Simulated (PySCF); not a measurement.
**UB3LYP/STO-3G run of AlCl2 (SMILES [Cl][Al][Cl])**

Aim: the energy change on altering one bond length of AlCl2 at UB3LYP/STO-3G, from 2 runs. 

Program for the calculation: PySCF 2.14.0.

7 further runs of the same task are left out: 7 set aside as unsound or not needed.

## Step 1: The system as given

The species is AlCl2 (3 atoms), meant as a doublet with charge 0. SMILES: `[Cl][Al][Cl]`. Geometry: relaxed at PBE0-D4/def2-TZVP.

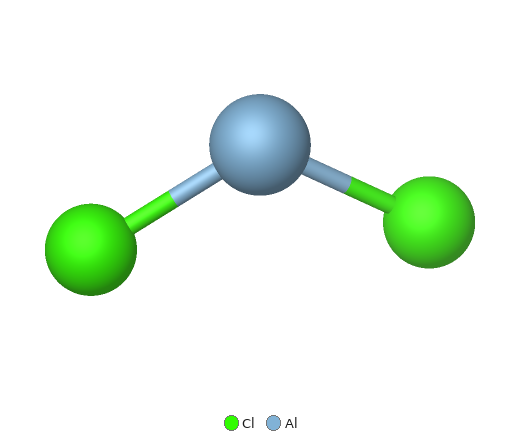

Viewed from a chosen angle; chlorine green, aluminium light blue.

## Step 2: A single-point energy at UB3LYP/STO-3G

The input, job.py:

```python
# [Cl][Al][Cl]
from pyscf import gto, dft

mol = gto.M(
    atom='''
Cl   1.374800   0.868300   0.838700
Al  -0.432100   0.520700  -0.177200
Cl  -0.953600  -1.453800  -0.674700
''',
    basis='sto-3g',
    spin=1,
    max_memory=1860,
    verbose=4,
)

myscf = dft.UKS(mol)
myscf.xc = 'b3lyp'
myscf.conv_tol = 1e-10
myscf.grids.level = 5
myscf.kernel()
if not myscf.converged:
    myscf = myscf.newton().run(myscf.mo_coeff, myscf.mo_occ)

e_final = myscf.e_tot
print('Final energy', e_final)
```

On the command line:

```sh
$ OMP_NUM_THREADS=1 python job.py
```

Log:

```text
PySCF version 2.14.0

[INPUT] num. atoms = 3
[INPUT] num. electrons = 47
[INPUT] charge = 0
[INPUT] spin (= nelec alpha-beta = 2S) = 1
[INPUT] symmetry False subgroup None
[INPUT] Mole.unit = angstrom
[INPUT] Symbol           X                Y                Z      unit          X                Y                Z       unit  Magmom
[INPUT]  1 Cl     1.374800000000   0.868300000000   0.838700000000 AA    2.597995476052   1.640849193960   1.584913300673 Bohr   0.0
[INPUT]  2 Al    -0.432100000000   0.520700000000  -0.177200000000 AA   -0.816550658425   0.983980393061  -0.334859469273 Bohr   0.0
[INPUT]  3 Cl    -0.953600000000  -1.453800000000  -0.674700000000 AA   -1.802042832385  -2.747283839893  -1.274998216244 Bohr   0.0

nuclear repulsion = 153.526194899035
number of shells = 15
number of NR pGTOs = 81
number of NR cGTOs = 27
basis = sto-3g
ecp = {}

******** <class 'pyscf.dft.uks.UKS'> ********
method = UKS
initial guess = minao
damping factor = 0
level_shift factor = 0
DIIS = <class 'pyscf.scf.diis.CDIIS'>
diis_start_cycle = 1
diis_space = 8
diis_damp = 0
SCF conv_tol = 1e-10
SCF conv_tol_grad = None
SCF max_cycles = 50
direct_scf = True
direct_scf_tol = 1e-13
number electrons alpha = 24  beta = 23
XC library pyscf.dft.libxc version 7.0.0
    S. Lehtola, C. Steigemann, M. J.T. Oliveira, and M. A.L. Marques.,  SoftwareX 7, 1–5 (2018)
XC functionals = b3lyp
    P. J. Stephens, F. J. Devlin, C. F. Chabalowski, and M. J. Frisch.,  J. Phys. Chem. 98, 11623 (1994)
radial grids:
    Treutler-Ahlrichs [JCP 102, 346 (1995); DOI:10.1063/1.469408] (M4) radial grids

becke partition: Becke, JCP 88, 2547 (1988); DOI:10.1063/1.454033
pruning grids: <function nwchem_prune>
grids dens level: 5
symmetrized grids: False
atomic radii adjust function: <function treutler_atomic_radii_adjust>
small_rho_cutoff = 0
Set gradient conv threshold to 1e-05
tot grids = 129144
init E= -1149.35474724782
[... the frontier-level lines of each cycle are left out ...]


cycle= 1 E= -1149.89946803901  delta_E= -0.545  |g|= 0.258  |ddm|= 1.68
cycle= 2 E= -1149.88348803206  delta_E= 0.016  |g|= 0.321  |ddm|= 1.35
cycle= 3 E= -1149.98051836755  delta_E= -0.097  |g|= 0.00701  |ddm|= 0.677
cycle= 4 E= -1149.9806336999  delta_E= -0.000115  |g|= 0.00134  |ddm|= 0.0393
cycle= 5 E= -1149.98063868192  delta_E= -4.98e-06  |g|= 0.000352  |ddm|= 0.00812
cycle= 6 E= -1149.98063890785  delta_E= -2.26e-07  |g|= 2.46e-05  |ddm|= 0.00172
cycle= 7 E= -1149.98063890992  delta_E= -2.07e-09  |g|= 2.57e-06  |ddm|= 0.000188
cycle= 8 E= -1149.98063890994  delta_E= -1.82e-11  |g|= 7.8e-07  |ddm|= 1.53e-05
Extra cycle  E= -1149.98063890994  delta_E= -2.27e-12  |g|= 4.19e-07  |ddm|= 3.97e-06
converged SCF energy = -1149.98063890994  <S^2> = 0.75156256  2S+1 = 2.001562
Final energy -1149.9806389099413
```

Wall time 3.9 s (1 thread of Arm Neoverse V2, shared host); peak memory 0.23 GiB.

## Step 3: The distorted shape, same level

The input, geometry.xyz:

```xyz
3
AlCl2
Cl     1.479095     1.263183     0.938196
Al    -0.327805     0.915583    -0.077704
Cl    -0.953600    -1.453800    -0.674700
```

The input, run.py:

```python
from pyscf import gto, dft

mol = gto.Mole()
mol.atom = 'geometry.xyz'
mol.spin = 1
mol.max_memory = 1860
mol.basis = 'sto-3g'
mol.verbose = 3
mol.build()

calc0 = dft.UKS(mol)
calc0.xc = 'b3lyp'
calc0.conv_tol = 1e-10
calc0.grids.level = 5
calc0.kernel()
if not calc0.converged:
    calc0 = calc0.newton().run(calc0.mo_coeff, calc0.mo_occ)

e_final = calc0.e_tot
print('E = %.10f Eh' % e_final)
```

On the command line:

```sh
$ OMP_NUM_THREADS=1 python run.py
```

Log:

```text
WARN: HOMO -0.202422587022551 >= LUMO -0.202422587022548

converged SCF energy = -1149.95023532115  <S^2> = 0.75406999  2S+1 = 2.0040659
E = -1149.9502353212 Eh
```

Wall time 5.1 s (1 thread of Arm Neoverse V2, shared host); peak memory 0.23 GiB.

## Step 4: Outcome

At UB3LYP/STO-3G:

| quantity | value |
| --- | --- |
| first shape: total energy | -1149.98064 Eh |
| first shape: dipole moment | 3.49 D |
| first shape: HOMO energy (highest over α and β) | -3.68 eV |
| first shape: LUMO energy (lowest over α and β) | -0.57 eV |
| first shape: ⟨S²⟩ | 0.752 |
| distorted shape: total energy | -1149.95024 Eh |
| distorted shape: dipole moment | 4.32 D |
| distorted shape: HOMO energy (highest over α and β) | -4.31 eV |
| distorted shape: LUMO energy (lowest over α and β) | -1.64 eV |
| distorted shape: ⟨S²⟩ | 0.754 |
| energy change with the Al2–Cl3 bond stretched from 2.102 to 2.522 Å | 0.827 eV |

With the Al2–Cl3 bond stretched from 2.102 to 2.522 Å the energy rises by 0.83 eV (19.1 kcal/mol). The first shape isn't relaxed at this level, so the change isn't measured from a minimum. The minimal basis adds a large error of its own. Mulliken charges (first shape) run from -0.42 on Cl1 to +0.83 on Al2; they depend strongly on the basis. Mulliken charges (distorted shape) run from -0.43 on Cl3 to +0.83 on Al2.
